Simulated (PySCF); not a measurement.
Molecule: Cl2Mg, SMILES [Cl][Mg][Cl]. Atoms near the plane z = 0.0 Å, at the CAM-B3LYP/def2-SVP optimised geometry (x, y, z in Å): Mg1 (0.0, 0.0, 0.0), Cl2 (-2.2, 0.0, 0.0), Cl3 (2.2, 0.0, 0.0).

Calculation: PySCF with CAM-B3LYP/def2-TZVP. Cells within 0.4 Å of a nucleus heavier than hydrogen are left out (blank, or x). The values are rescaled to run from 0 to 1.

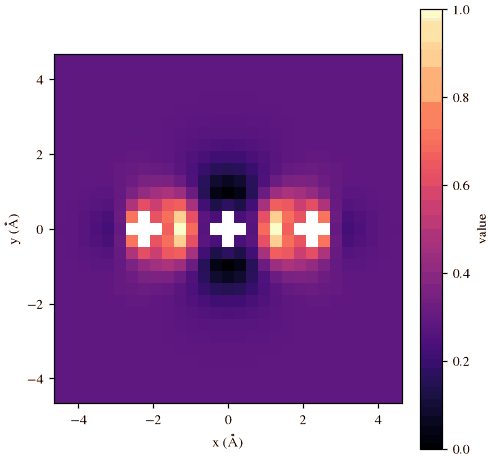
Figure: a field on the plane z = 0.0 Å.

**Question.** Which quantity is mapped?
A. electron localisation function
B. deformation density (molecule minus spherical neutral atoms)
C. an orbital amplitude
D. Laplacian of the electron density

**Answer.** B, deformation density (molecule minus spherical neutral atoms). In full: deformation density (molecule minus spherical neutral atoms) (e/bohr³).
